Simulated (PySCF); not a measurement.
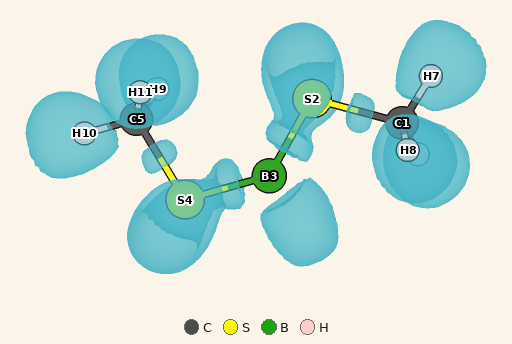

*C$_{2}$H$_{6}$BS$_{2}$ (doublet). Isosurface of the ELF at 0.8 (cyan), seen across its widest extent. Only the valence region is drawn (cores and ρ < 0.01 e/Å³ removed).*

Geometry: GFN2-xTB.

The calculation used UKS B3LYP, pcH-1 on B C H S, non-relativistic, mean-field spin-orbit, GIAO in PySCF 2.14.0, density-fitted response routines.

```xyz
11

C     2.6382    0.3646    0.0865
S     0.8266    0.6570   -0.1383
B     0.1132   -0.9126    0.0901
S    -1.5039   -1.5342    0.0498
C    -2.5950   -0.0783   -0.3146
H     2.9765   -0.3642   -0.6419
H     3.1274    1.3188   -0.0757
H     2.8190    0.0132    1.0965
H    -2.2551    0.3947   -1.2291
H    -3.5994   -0.4696   -0.4281
H    -2.5423    0.6133    0.5188
```

Identify the bonds, lone pairs and shells in this picture.

Answer. The ELF exceeds this value in two regions between bonded C–S atoms (shared pairs), six regions around hydrogen nuclei, two regions on S in which the atom's valence shell and bonds are merged and one lobe on B, pointing away from the bonds (non-bonding electrons). Profiles from the grid: B–S (1.73 Å): the ELF peaks at about 0.90 between the atoms (localised, covalent bonding). C–S (1.85 Å): the ELF peaks at about 0.90 between the atoms, as expected for a covalent bond.
